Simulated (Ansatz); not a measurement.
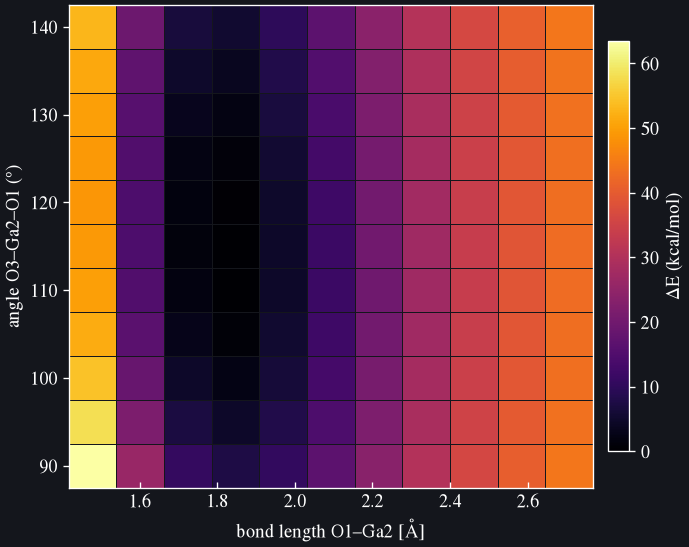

Energy landscape of GaH2O2, SMILES [OH][Ga][OH], spin multiplicity 2. 
- Coordinates scanned: (1) bond length O1–Ga2; (2) angle O3–Ga2–O1.
- Nothing is relaxed (all other coordinates rigid).
- The scan uses an 11 × 11 grid.
- Points are written as (first, second).
- Energies: kcal/mol, counted from the lowest grid point.
- Level of theory: UKS PBE0-D4/def2-TZVP (Ansatz 0.2.0).

Drawn: one coloured cell a grid point. 

> Describe this landscape.

The lowest grid point is at (1.848 Å, 115°). No other kind of well shows on this grid. The highest grid point, (1.479 Å, 90°), lies 63.5 kcal/mol above the lowest.

The input of one point:

```yaml
crystal:
  periodic: [false, false, false]
  atoms:
    - { symbol: O, position_ang: [-0.370594, 0.021739, -1.275059] }
    - { symbol: Ga, position_ang: [-0.309981, -0.772313, 0.392548] }
    - { symbol: O, position_ang: [0.61905, 0.135168, 1.631496] }
    - { symbol: H, position_ang: [-0.86796, -0.465233, -1.936293] }
    - { symbol: H, position_ang: [0.983518, 0.94872, 1.266878] }
magnetization:
  spin_polarized: true
  initial_magnetization: 1
basis:
  gaussian: { orbitals: def2-TZVP }
hamiltonian:
  xc: pbe0
  dispersion: d4
output:
  forces: true
```

Each point was launched as `ansatz run input.yaml --threads 1 --pin off --max-ram 2560MiB --backend cpu --events-out ev --progress --plain --runs-dir out`. Time for the 121 points that were run: 15 min on 1 thread of Arm Neoverse V1, with other jobs on the host.
